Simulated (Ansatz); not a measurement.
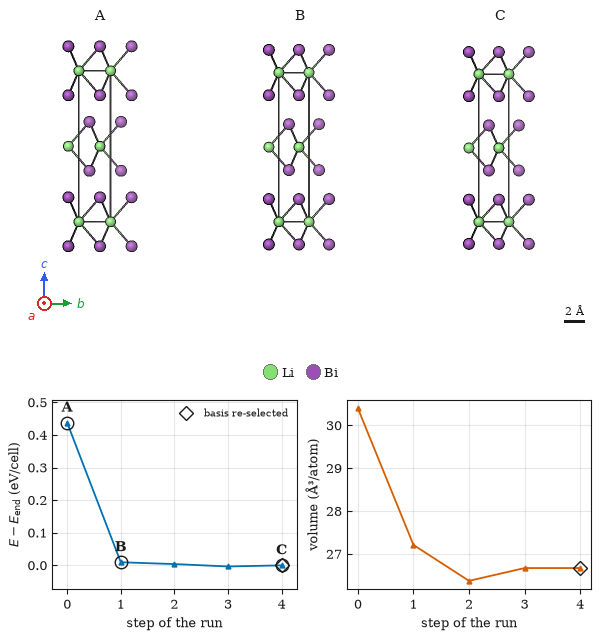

Frames of a relaxation of solid LiBi₂ (a generated structure, set up in P-6m2) (coarse preliminary run), marked on the history of the run. A ball-and-stick model of the cell of the calculation, seen along the a axis.

The calculation used DFT PBE, scalar-relativistic, plane waves, PAW (Ansatz 0.2.0). (plane-wave cutoff 420 eV; k-point mesh 6 × 6 × 1; occupations gaussian; smearing width 0.1 eV; no spin polarisation; cell and atoms relaxed; force threshold 0.04 eV/Å; at most 70 steps)

Q: Describe the path.

A: After 3 accepted moves (4 points after the start) the energy has fallen by 0.438 eV per cell of the calculation. The largest force component goes from 0.47 to 0.0091 eV/Å. The pressure goes from −2.90 to 0.02 GPa. The SCF was repeated once at an unchanged geometry on a basis and grid sized afresh for the cell, which shifted the energy by 3.4 meV per cell of the calculation at most. The largest moves relative to the cell, 0.19 Å, are those of Bi atoms. Li stays in place. Cell: a = b 3.707 → 3.511 Å (−5.3 %), c 15.328 → 14.991 Å (−2.2 %). Volume −12.3 %. Some distances before and after: Bi–Li 3.280 → 3.023 Å, Bi–Li 3.280 → 3.058 Å. Bond angles that change, for instance: Bi–Li–Bi 98.6° → 95.8°, Li–Bi–Li 68.8° → 71.0°, Bi–Li–Bi 68.8° → 71.0°. The space group stays P-6m2 (No. 187). The run took 56 s on 1 thread of Intel(R) Xeon(R) Processor @ 2.50GHz (Skylake/Cascade Lake), with other jobs on the host, peak memory 0.41 GiB. From step 0 to 1: Bi atoms move most (0.15 Å), volume −10.5 %, energy −0.428 eV per cell of the calculation. From step 1 to 4: Bi atoms move most (0.04 Å), volume −2.0 %, energy −9.5 meV per cell of the calculation.

```
step  E − E(0), meV/atom  largest force component, eV/Å  pressure, GPa  volume, Å³/atom                      note
   0                0.00                         0.4693          -2.90           30.398                          
   1              -71.38                         0.1219          -0.63           27.212                          
   2              -72.30                         0.1098           0.52           26.374                          
   3              -73.53                         0.0089           0.02           26.673                          
   4              -72.97                         0.0091           0.02           26.673  same geometry, new basis
```
